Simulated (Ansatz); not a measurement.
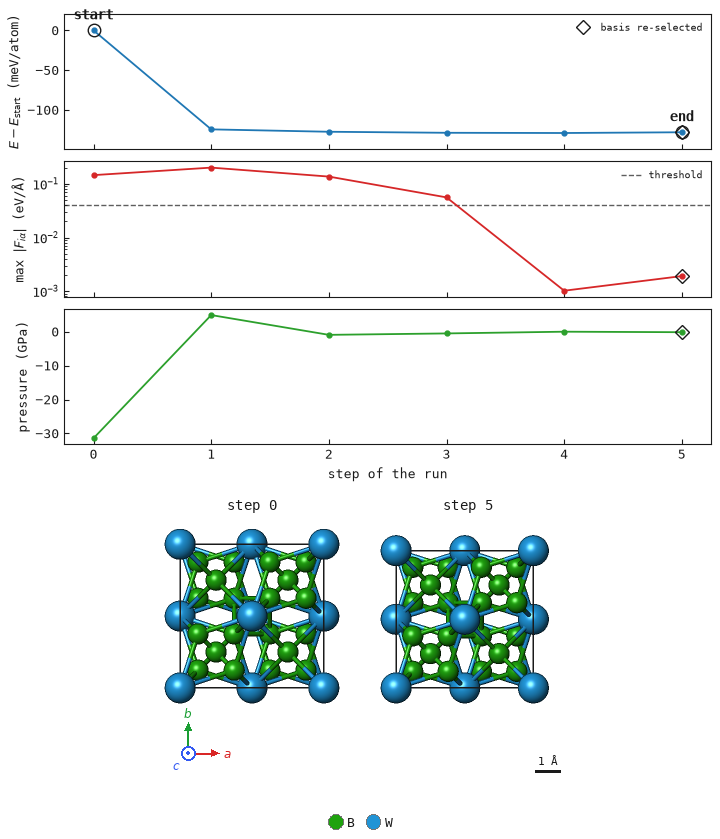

First and last geometry of a relaxation of a crystal of B5W (a generated structure, set up in F-43m) (coarse preliminary run), with the history of the run. Style: ball-and-stick. Shown: the conventional cell (4 times the calculation's cell), along the c axis. Lengths and directions refer to the drawn axes.

All numbers below come from Ansatz, DFT PBE, scalar-relativistic, plane waves, PAW. Set-up: plane-wave cutoff 420 eV; k-point mesh 6 × 6 × 6; occupations gaussian; smearing width 0.1 eV; no spin polarisation; cell and atoms relaxed; force threshold 0.04 eV/Å; at most 70 steps.

**Did the run converge, and what did it change?**

It converged. The largest moves relative to the cell, 0.030 Å, are those of B atoms. W stays in place. The drawn cell changes as follows: a = b = c 5.945 → 5.679 Å (−4.5 %); the volume changes by −12.9 %. Some distances before and after: B–B 2.086 → 1.943 Å, B–W 2.574 → 2.459 Å, B–W 2.467 → 2.361 Å. The space group stays F-43m (No. 216). After 4 accepted moves (5 points after the start) the energy has fallen by 128 meV per atom. The largest force component goes from 0.15 to 0.0019 eV/Å. The pressure goes from −31.40 to −0.14 GPa. The SCF was repeated once at an unchanged geometry on a basis and grid sized afresh for the cell, which shifted the energy by 0.9 meV per atom at most.
